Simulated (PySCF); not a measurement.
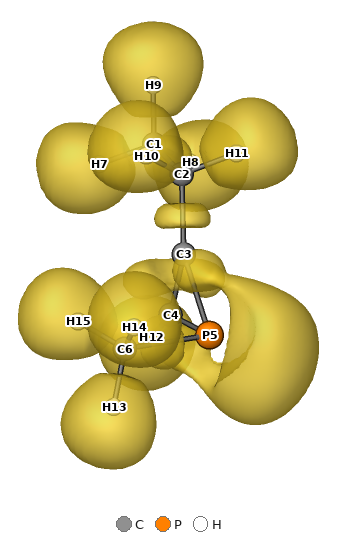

Figure. C5H9P. Isosurface of the electron localisation function at 0.8 (yellow), seen at an oblique angle. Core shells and regions of very low density are left out.

Geometry: GFN2-xTB.

The calculation used PySCF, PBE0/pcSseg-1, SCF density, gas phase, non-relativistic.

The calculation's input:

```
{"job": {"kind": "nmr", "xc": "PBE0", "basis": "pcSseg-1"}, "charge": 0, "multiplicity": 1}
C     -2.370829     0.002004    -0.105568
C     -1.136640     0.719123    -0.646145
C      0.011284    -0.192260    -0.768450
C      0.471979    -1.404497    -0.585457
P      1.760920    -0.327246    -1.326579
C      2.670630     0.268954     0.202138
H     -2.167814    -0.411998     0.879272
H     -2.652996    -0.812013    -0.768824
H     -3.205916     0.694013    -0.026088
H     -0.860682     1.546088     0.016114
H     -1.347777     1.151215    -1.629219
H      0.236180    -2.391166    -0.255684
H      3.564396    -0.336734     0.347030
H      2.983944     1.301764     0.054381
H      2.038909     0.200742     1.085512
```

Launched as:

```sh
OMP_NUM_THREADS=1 python probes_run.py task.json out
```

Where are the electrons localised?

Answer. The surface consists of three regions between bonded C–C atoms (shared pairs), one region between bonded C–P atoms (shared pairs), nine regions around hydrogen nuclei and one lobe on P, pointing away from the bonds (lone pairs). Profiles from the grid: C–C (1.31 Å): the ELF peaks at about 0.85 between the atoms (a multiple bond). C–P (1.84 Å): the ELF peaks at about 0.80 between the atoms (a shared electron pair).
